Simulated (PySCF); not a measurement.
C6H12Si

```xyz
19

C    -2.2886    0.5466   -0.1583
C    -1.0810    0.8760   -1.0570
C    -0.2028   -0.3669   -0.7793
C     1.2714   -0.0905   -0.6706
C     1.8425    0.5795    0.5413
C     2.1311   -0.8672    0.2786
Si   -1.2981   -0.8238    0.7314
H    -3.1327    0.1726   -0.7348
H    -2.6451    1.3929    0.4240
H    -0.5737    1.7751   -0.7076
H    -1.3335    1.0164   -2.1084
H    -0.3479   -1.1017   -1.5785
H     1.7281    0.1795   -1.6191
H     2.6403    1.2949    0.4072
H     1.1743    0.8249    1.3521
H     3.1273   -1.1479   -0.0291
H     1.6455   -1.5998    0.9062
H    -0.8164   -0.4723    2.0676
H    -1.8505   -2.1790    0.7419
```

Geometry: GFN2-xTB.

The calculation used PySCF 2.14.0, PBE0/pcSseg-1, SCF density, gas phase, non-relativistic.

> What can the converged electron density and electron localisation function tell about the bonding?

C–C (1.50 Å): ρ is about 1.6 e/Å³ halfway; the ELF peaks at about 0.90 between the atoms: a shared electron pair.
C–H (1.08 Å): ρ at the midpoint is about 2 e/Å³; the ELF climbs to about 1 towards the hydrogen, as it does in any bond to H (an ordinary covalent bond to hydrogen).

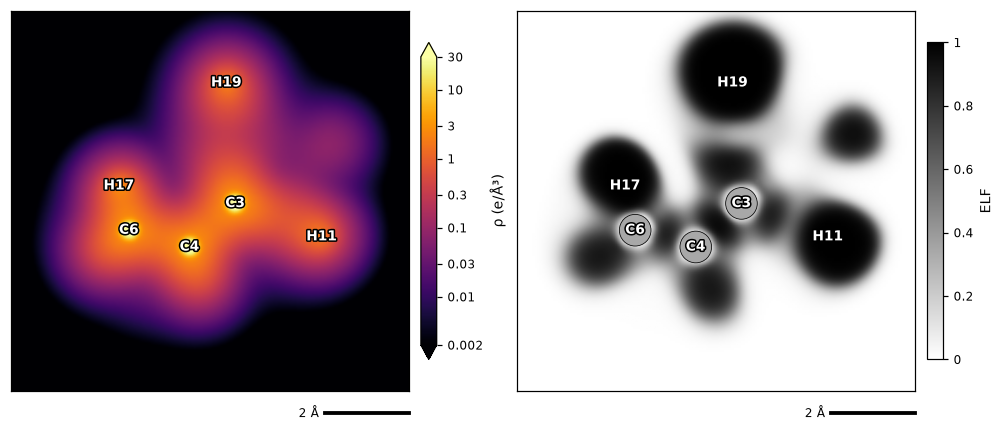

Computed electron density and electron localisation function on the plane of atoms C3, C4 and C6, in this order. Grey discs cover the atomic cores in the ELF map. 
